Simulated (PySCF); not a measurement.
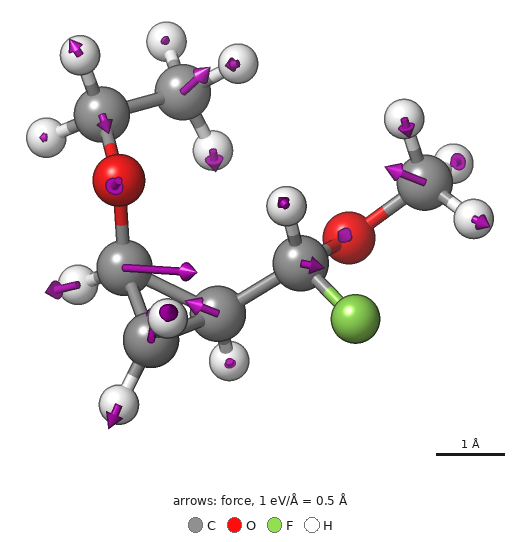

Starting geometry of C$_{7}$H$_{13}$FO$_{2}$ with the computed forces as purple arrows. The picture is a ball-and-stick view, seen at a tilt.

The start comes from GFN2-xTB. Its atoms were then displaced at random by about 0.01 Å.

Method: PySCF, PBE0-D3(BJ)/def2-SVP geometry optimisation, gas phase. 

Question: Is this structure relaxed? If not, where do the atoms go?

Answer: It isn't relaxed: the largest force vector, on a C atom, is 3.13 eV/Å. The final displacements have little in common with the starting forces (cosine between the two patterns 0.18). After 7 geometry steps the energy has fallen by 17.5 kJ/mol. The largest move after the best rigid fit is that of an H atom, 0.14 Å. By element the largest moves are H 0.14 Å, C 0.11 Å, O 0.05 Å, F 0.04 Å. Among the contacts that change: C–H 1.061 → 1.099 Å, C–C 1.521 → 1.485 Å, C–C 1.540 → 1.511 Å, C–H 1.129 → 1.106 Å. Bond angles that change, for instance: H–C–H 104.5° → 107.7°, F–C–H 102.8° → 105.9°, C–O–C 112.6° → 115.1°. Cost: 3.2 min on 1 thread of Arm Neoverse V1 (shared host).
